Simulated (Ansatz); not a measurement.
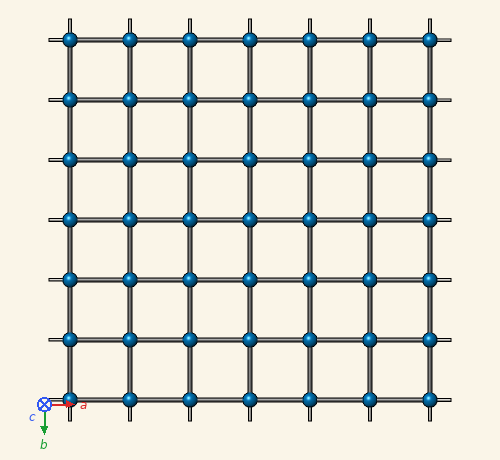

The picture shows a finite piece of the underlying net of a crystal structure, nodes on the atoms' positions. Nodes are coloured by topological kind. One layer is drawn. Short stubs are edges that leave the cut-out.

Classify the net: periodicity, connectivity, name.

A uninodal 4-connected, two-periodic (layers) net. It is the sql net, known from the square lattice.

Give point symbol and coordination sequence.

4^4.6^2, sequence 4, 8, 12, 16, 20, 24.

Origin of the net. LiBBr₄ (space group P4/mmm, No. 123). Coordinates: the input geometry of an electronic-structure calculation (not necessarily at equilibrium); the starting structure was generated, so it need not be a known form of this composition. Bonds are taken as Br–Br below 3 Å and Br–Li below 2.6 Å. The graph is simplified in the usual way: terminal and isolated atoms are pruned, two-connected atoms become edges. Li is a 4-connected node. Br(2f) becomes part of the edges. B and Br(2g) drop out.
